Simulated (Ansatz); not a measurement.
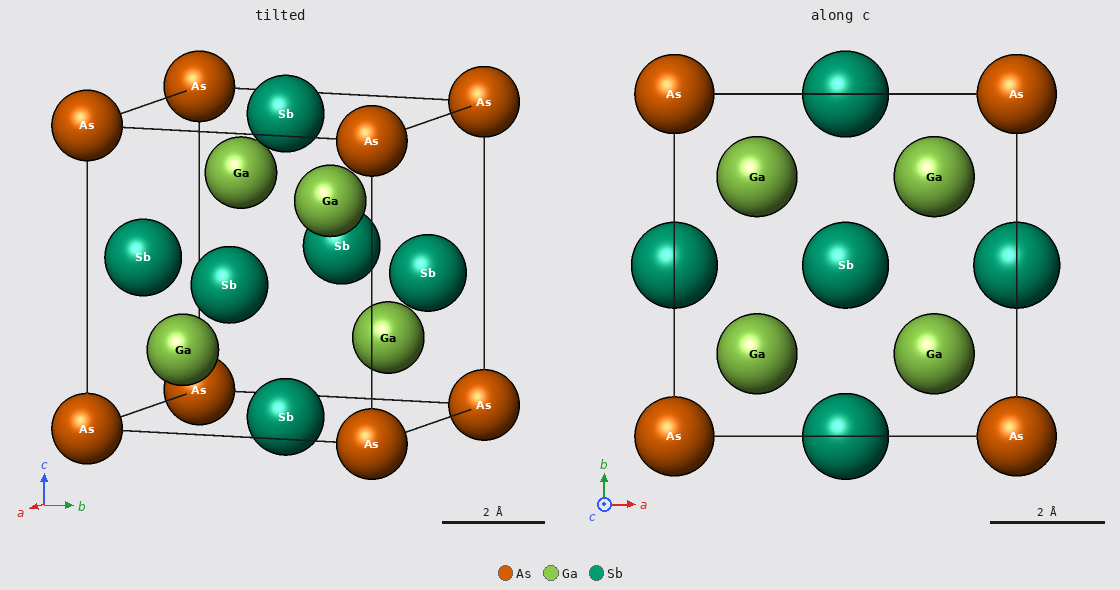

The crystal in a spheres-only representation, seen slightly off an axis and along the c axis. Atoms at the boundary of the conventional unit cell (the box) are drawn once for each face, edge or corner they touch.

Ga₄Sb₃As, space group P-43m (No. 215), a = 6.019 Å, b = 6.019 Å, c = 6.019 Å, α = 90.00°, β = 90.00°, γ = 90.00°. Origin of the cell: a structure type filled with these elements by a generator (whether the compound takes this form wasn't checked). Earlier steps of the study may have refined or changed the cell and positions. Ansatz was used for an electronic-structure calculation on it.

This one geometry was computed with Ansatz (DFT, plane waves, PAW) at four levels of theory: PBE with spin-orbit coupling, PBE, HSE06 and r2SCAN. It was relaxed beforehand with r2SCAN.

**Which level gives the highest pressure at this volume, and what does that say about its equilibrium volume?**

Highest: PBE with spin-orbit coupling (2.2 GPa) and PBE (2.2 GPa), which points to the largest equilibrium volume. Lowest, with the smallest volume: HSE06 (0.2 GPa) and r2SCAN (0.0 GPa). Levels within 0.5 GPa of each other can't be told apart.

**How does the band gap change with the level of theory?**

PBE with spin-orbit coupling: a metal; PBE: a metal; r2SCAN: a gap of 0.13 eV, indirect; HSE06: a gap of 0.45 eV, indirect.

**Collect the results in a table.**

| level | cutoff (eV) | k-mesh of the run's cell | gap (eV) | pressure (GPa) |
| --- | --- | --- | --- | --- |
| PBE with spin-orbit coupling | 420 | 4×4×4 | metal | 2.2 |
| PBE | 420 | 4×4×4 | metal | 2.2 |
| HSE06 | 420 | 4×4×4 | 0.45 | 0.2 |
| r2SCAN | 500 | 4×4×4 | 0.13 | 0.0 |

Gaps are taken on the k-mesh or band path of each run.
